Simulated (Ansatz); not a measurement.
# Cl$_{2}$Ge···HCl: what the fields show

Input

```
crystal:
  periodic: [false, false, false]
  atoms:
    - { symbol: Ge, position_ang: [-0.8893, 0.002758, 0.311783] }
    - { symbol: H, position_ang: [1.478218, -0.002717, 1.708067] }
    - { symbol: Cl, position_ang: [2.486784, -0.001216, 0.840929] }
    - { symbol: Cl, position_ang: [-1.041146, 1.680478, -1.078463] }
    - { symbol: Cl, position_ang: [-1.034756, -1.679304, -1.074515] }
basis:
  gaussian: { orbitals: def2-SVP }
hamiltonian:
  xc: pbe0
  dispersion: d4
relax:
  f_tol: 0.03
  max_steps: 50
output:
  orbitals: {}
```

Launched as:

```sh
ansatz run input.yaml --threads 2 --pin off --max-ram 3072MiB --backend cpu --events-out ev --progress --plain --runs-dir out
```

The fields are those of the run's last geometry, not of the input's.

Computed with RKS PBE0-D4/def2-SVP (Ansatz 0.2.0).

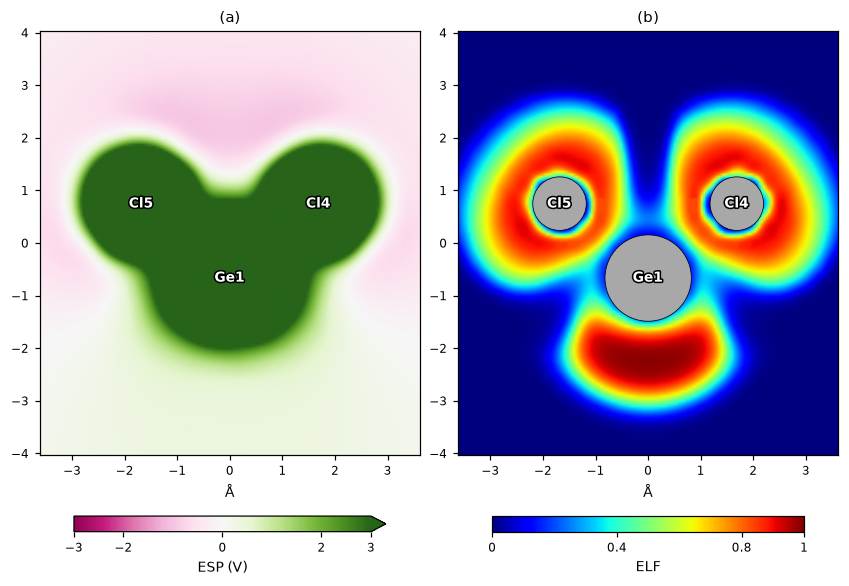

Figure 1. (a) molecular electrostatic potential; (b) ELF on the plane of atoms Cl4, Ge1 and Cl5. Grey discs cover the atomic cores in the ELF map.

> Interpret the plot.

Atoms in the plane: Ge and Cl.
Ge–Cl (2.20 Å): the ELF peaks at about 0.85 in the valence shell of Cl, 0.8 Å from its nucleus, and is about 0.60 at the midpoint.
The ELF also peaks beside Cl5 and Cl4, away from the bonds: lone-pair regions.
Outside the dense part of the complex the potential is most negative (−1.0 V) near Cl4 and Cl5.

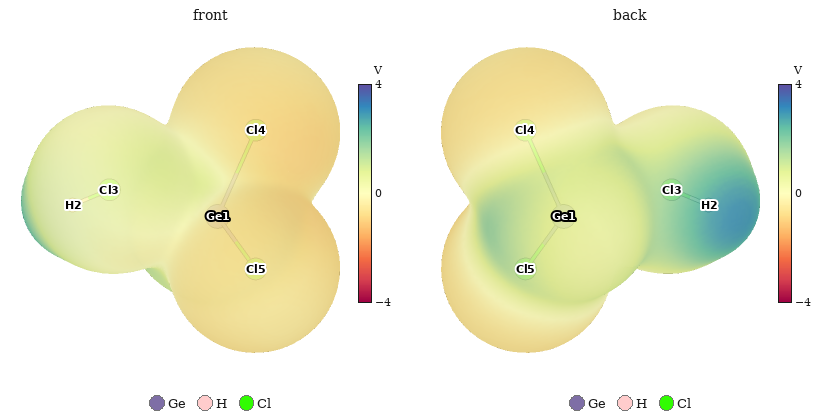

Figure 2. The electrostatic potential painted on the density surface at 0.002 e/bohr³, seen from the front and from behind; the colour scale runs from red (negative) to blue (positive).

> Where is the surface potential most negative and most positive?

The most negative region (about −1.0 V) lies over Cl4 and Cl5, the most positive (about +3.0 V) over H2. Cl3 shows a σ-hole: about +0.7 V at the tip opposite its bond, against about +0.1 V on its flanks.

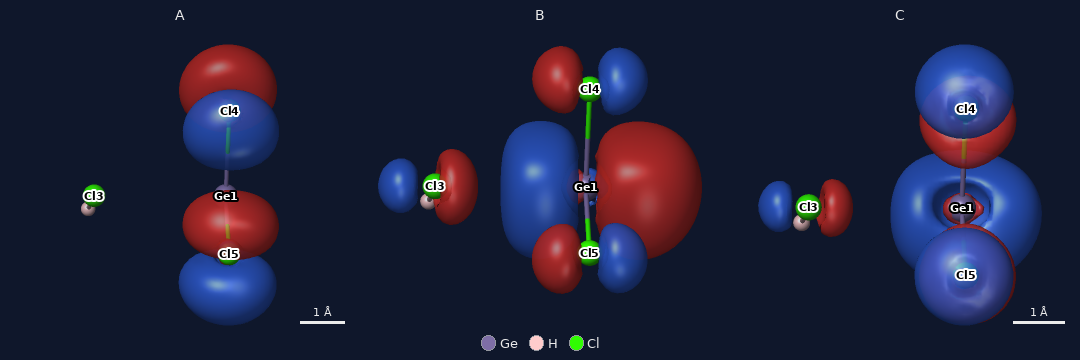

Figure 3. Three frontier orbitals at ±0.1 Å⁻³ᐟ² (blue and red are the two phases), in no order.

> Order the three orbitals by energy and name them.

A is the HOMO−1 (−8.39 eV). Its weight (Hirshfeld) is mainly on Cl4 (about 50 %) and Cl5 (about 50 %); largely a combination of lone pairs on Cl4 and Cl5. C is the HOMO (−7.55 eV). It lies mainly on Ge1 (about 45 %), Cl4 (about 25 %) and Cl5 (about 25 %). B is the LUMO (−2.22 eV). Its weight (Hirshfeld) is mainly on Ge1 (about 70 %), Cl4 (about 10 %), Cl5 (about 10 %) and Cl3 (about 10 %).

> What is the HOMO–LUMO gap?

5.33 eV between the orbital energies.
